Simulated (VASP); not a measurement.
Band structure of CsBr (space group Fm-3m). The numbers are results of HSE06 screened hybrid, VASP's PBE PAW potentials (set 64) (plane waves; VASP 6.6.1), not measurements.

Unless said otherwise, spin-orbit coupling is left out, though it shifts the bands of the heavy elements here.

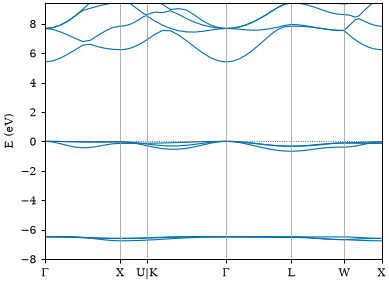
Figure: Bands along high-symmetry lines, zero at the valence-band maximum or, without a gap, the Fermi level

Q: Read the plot: is there a gap, and where are the band edges?

A: The gap is direct, 5.40 eV, from the valence maximum at Γ to the conduction minimum at Γ.

The structure comes from a computed database's CsBr entry (Fm-3m); how it stands against other phases isn't given here. It was relaxed first. The cell's shape comes from a PBE relaxation.
